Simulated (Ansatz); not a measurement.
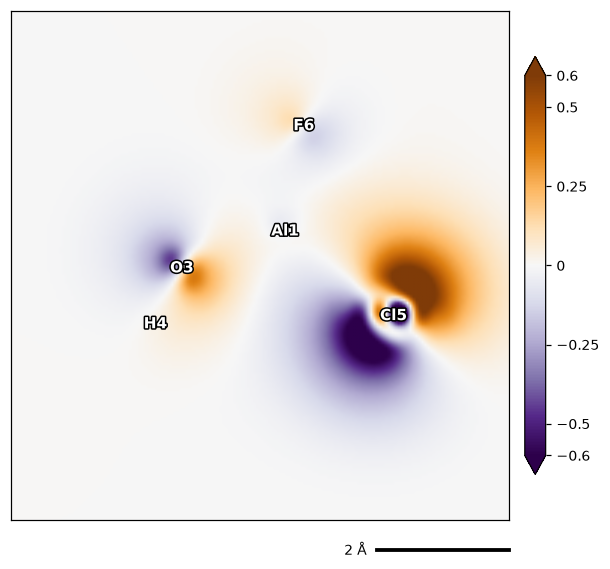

Figure. AlClFHO···H2. The HOMO on the plane of atoms O3, Al1 and Cl5 (values in Å⁻³ᐟ²; the overall sign is arbitrary).

Computed with RHF/def2-SVP in Ansatz.

```xyz
7

Al   -0.0391    0.6246   -0.3405
H     0.0467   -0.1440    1.8885
O     1.4357   -0.1130   -0.5806
H     1.7177   -0.9234   -0.9631
Cl   -1.8426   -0.2870   -0.8724
F    -0.0865    2.2019    0.1167
H    -0.1626    0.5649    2.0034
```

> Where does this orbital lie, and at what energy?

It lies mainly on Cl5 (about 90 %); largely a lone pair of Cl5. Its energy is −12.65 eV.
